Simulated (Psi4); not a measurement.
# GeH3S (SMILES [SH][GeH2]) at UB3LYP/pcseg-2 (sweep point 10)

Aim: the vertical ionisation energy of GeH3S at UB3LYP/pcseg-2 (sweep point 10), from 2 runs. 

Program for the calculation: Psi4 1.11.

### 1 The system as given

GeH3S: 5 atoms, total charge 0, spin state doublet. SMILES: `[SH][GeH2]`. The coordinates come from a PBE0-D4/def2-TZVP relaxation. This is one conformer, not always the lowest.

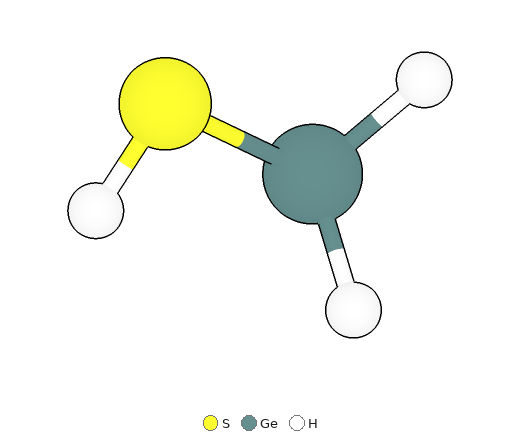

The structure, seen from a chosen angle (sulfur yellow, germanium teal, hydrogen white).

### 2 A single-point energy at UB3LYP/pcseg-2 (sweep point 10)

File calc.py:

```python
import psi4

psi4.set_memory(1600000000)
psi4.set_num_threads(1)
psi4.set_output_file('run.log', False)

geom = psi4.geometry("""
0 2
S      1.138600    -0.803200     0.659500
Ge    -0.389500     0.679300     0.030100
H      0.246200    -1.778900     0.894600
H     -1.364100     0.019600    -0.978800
H      0.418600     1.809400    -0.646900
symmetry c1
""")

options = {'basis': 'pcseg-2', 'reference': 'uks', 'puream': True, 'scf_type': 'pk', 'dft_radial_points': 99, 'dft_spherical_points': 590, 'maxiter': 150}
psi4.set_options(options)

e_tot = psi4.energy('B3LYP', molecule=geom)
print(f'B3LYP energy: {e_tot:.10f} Eh')
```

Started as:

```sh
$ python calc.py
```

run.log:

```text
[...]
  Running in c1 symmetry.
[...]
  Nuclear repulsion =  162.595028682439732
[...]
  Multiplicity = 2
[...]
  Nalpha       = 26
  Nbeta        = 25
[...]
    Number of basis functions: 119
[...]
   @UKS iter   1: -2475.64592761799258   -1.90486e+00   1.85276e-02 DIIS/ADIIS
[...]
   @UKS iter  11: -2477.11168128348072   -1.41058e-08   4.15404e-07 DIIS
[...]
   @S^2 Observed:                7.524760149E-01
[...]
    Orbital Energies [Eh]
    ---------------------
    Alpha Occupied:
       1A   -398.644377     2A    -88.849504     3A    -49.720182
       4A    -44.237322     5A    -44.236136     6A    -44.235368
       7A     -7.943354     8A     -6.219619     9A     -5.905108
      10A     -5.903107    11A     -5.899163    12A     -4.393956
      13A     -4.391219    14A     -4.389017    15A     -1.218441
      16A     -1.217130    17A     -1.215548    18A     -1.214603
      19A     -1.213171    20A     -0.742634    21A     -0.546209
      22A     -0.420979    23A     -0.357394    24A     -0.340187
      25A     -0.292519    26A     -0.213868
    Alpha Virtual:
[...]
  @UKS Final Energy: -2477.11168128348072
   => Energetics <=
    Nuclear Repulsion Energy =            162.5950286824397324
    One-Electron Energy =               -3771.7248913870889737
    Two-Electron Energy =                1217.2718922048622971
    DFT Exchange-Correlation Energy =     -85.2537107836932933
    Empirical Dispersion Energy =           0.0000000000000000
    VV10 Nonlocal Energy =                  0.0000000000000000
    Total Energy =                      -2477.1116812834807206
[...]
 Multipole Moments:
 ------------------------------------------------------------------------------------
     Multipole            Electronic (a.u.)      Nuclear  (a.u.)        Total (a.u.)
 ------------------------------------------------------------------------------------
 L = 1.  Multiply by 2.5417464519 to convert [e a0] to [Debye]
 Dipole X            :         -3.8458328            3.4401093           -0.4057235
 Dipole Y            :          4.8183810           -4.8669008           -0.0485198
 Dipole Z            :         -0.4153440            0.4043580           -0.0109860
 Magnitude           :                                                    0.4087620
[...]
```

The script printed:

```text
B3LYP energy: -2477.1116812835 Eh
```

Run time: 23 s. Hardware: 1 thread of Intel Xeon Platinum 8488C (Sapphire Rapids), shared host; peak memory 0.77 GiB.

### 3 The singlet cation

File run.py:

```python
import psi4

psi4.set_memory(1600000000)
psi4.set_num_threads(1)
psi4.core.set_output_file('psi4.out', False)

geom = psi4.geometry("""
1 1
S      1.138600    -0.803200     0.659500
Ge    -0.389500     0.679300     0.030100
H      0.246200    -1.778900     0.894600
H     -1.364100     0.019600    -0.978800
H      0.418600     1.809400    -0.646900
units angstrom
symmetry c1
""")

options = {'basis': 'pcseg-2', 'puream': True, 'scf_type': 'pk', 'dft_radial_points': 99, 'dft_spherical_points': 590}
psi4.set_options(options)

result, w = psi4.energy("b3lyp", return_wfn=True)
print('E =', round(result, 9))
for k, v in sorted(psi4.core.scalar_variables().items()):
    print(f'{k:45s} {v:18.10f}')
```

Started as:

```sh
$ python run.py
```

psi4.out:

```text
[...]
  Running in c1 symmetry.
[...]
  Nuclear repulsion =  162.595028682439732
[...]
  Multiplicity = 1
[...]
  Nalpha       = 25
  Nbeta        = 25
[...]
    Number of basis functions: 119
[...]
   @RKS iter   1: -2475.37344725037565   -1.63238e+00   1.83853e-02 DIIS/ADIIS
[...]
   @RKS iter  10: -2476.80942897861951   -1.10145e-07   6.79438e-07 DIIS
[...]
    Orbital Energies [Eh]
    ---------------------
    Doubly Occupied:
       1A   -398.919615     2A    -89.105903     3A    -49.994096
       4A    -44.512383     5A    -44.509554     6A    -44.508633
       7A     -8.196307     8A     -6.492803     9A     -6.157812
      10A     -6.155900    11A     -6.152141    12A     -4.670676
      13A     -4.662547    14A     -4.659897    15A     -1.492652
      16A     -1.491813    17A     -1.489364    18A     -1.483588
      19A     -1.482966    20A     -0.976662    21A     -0.781747
      22A     -0.647705    23A     -0.586303    24A     -0.568454
      25A     -0.515946
[...]
  @RKS Final Energy: -2476.80942897861951
   => Energetics <=
    Nuclear Repulsion Energy =            162.5950286824397324
    One-Electron Energy =               -3758.4739019481517062
    Two-Electron Energy =                1204.0773092880654076
    DFT Exchange-Correlation Energy =     -85.0078650009728420
    Empirical Dispersion Energy =           0.0000000000000000
    VV10 Nonlocal Energy =                  0.0000000000000000
    Total Energy =                      -2476.8094289786195077
[...]
 Multipole Moments:
 ------------------------------------------------------------------------------------
     Multipole            Electronic (a.u.)      Nuclear  (a.u.)        Total (a.u.)
 ------------------------------------------------------------------------------------
 L = 1.  Multiply by 2.5417464519 to convert [e a0] to [Debye]
 Dipole X            :         -3.9559005            3.4401093           -0.5157912
 Dipole Y            :          4.7750145           -4.8669008           -0.0918863
 Dipole Z            :         -0.3782981            0.4043580            0.0260600
 Magnitude           :                                                    0.5245596
[...]
```

On the terminal:

```text
E = -2476.809428979
CURRENT ENERGY                                  -2476.8094289786
CURRENT REFERENCE ENERGY                        -2476.8094289786
DD SOLVATION ENERGY                                 0.0000000000
DFT FUNCTIONAL TOTAL ENERGY                     -2476.8094289786
DFT TOTAL ENERGY                                -2476.8094289786
DFT VV10 ENERGY                                     0.0000000000
DFT XC ENERGY                                     -85.0078650010
GRID ELECTRONS ALPHA                               25.0000000778
GRID ELECTRONS BETA                                25.0000000778
GRID ELECTRONS TOTAL                               50.0000001556
NUCLEAR REPULSION ENERGY                          162.5950286824
ONE-ELECTRON ENERGY                             -3758.4739019482
PCM POLARIZATION ENERGY                             0.0000000000
PE ENERGY                                           0.0000000000
SCF ITERATION ENERGY                            -2476.8094289786
SCF ITERATIONS                                     10.0000000000
SCF TOTAL ENERGY                                -2476.8094289786
TWO-ELECTRON ENERGY                              1204.0773092881
XC GRID RADIAL POINTS                              99.0000000000
XC GRID SPHERICAL POINTS                          590.0000000000
XC GRID TOTAL POINTS                           279291.0000000000
```

Wall time 15 s (1 thread of Intel Xeon Platinum 8488C (Sapphire Rapids), shared host); peak memory 0.78 GiB.

### 4 Results

Level: UB3LYP/pcseg-2 (sweep point 10).

| quantity | value |
| --- | --- |
| doublet GeH3S: total energy | -2477.11168 Eh |
| doublet GeH3S: dipole moment | 1.04 D |
| doublet GeH3S: HOMO energy (highest over α and β) | -5.82 eV |
| doublet GeH3S: LUMO energy (lowest over α and β) | -3.35 eV |
| doublet GeH3S: ⟨S²⟩ | 0.752 |
| singlet cation: total energy | -2476.80943 Eh |
| singlet cation: HOMO energy | -14.04 eV |
| singlet cation: LUMO energy | -10.60 eV |
| singlet cation: HOMO–LUMO gap | 3.44 eV |
| vertical ionisation energy (to the singlet cation) | 8.225 eV |

**Reading.** The vertical ionisation energy comes to 8.22 eV (794 kJ/mol). Only the singlet of the ionised species was computed; a triplet could lie lower.
